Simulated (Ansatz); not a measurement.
Response to strain in BaZrO3

The parent structure is BaZrO₃ in the cubic perovskite structure (space group Pm-3m, No. 221; a = 4.227 Å).

Strains are applied to the cell and any free atomic positions relax.

Method: PBE (Ansatz, a program for electronic structure), spin-orbit coupling left out.

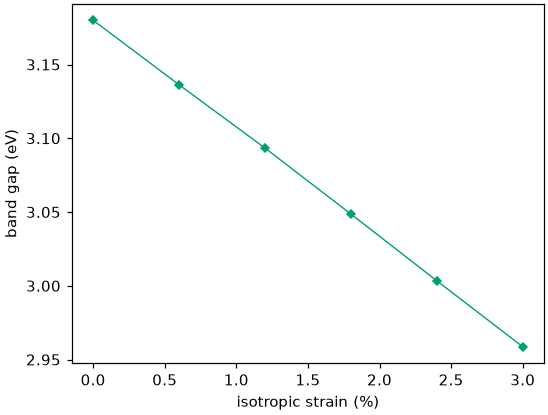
*Band gap against isotropic strain*

| isotropic strain (%) | band gap |
|---|---|
| 0.6 | 3.14 eV |
| 1.2 | 3.09 eV |
| 1.8 | 3.05 eV |
| 2.4 | 3.00 eV |
| 3 | 2.96 eV |

No phonon test of stability was made.
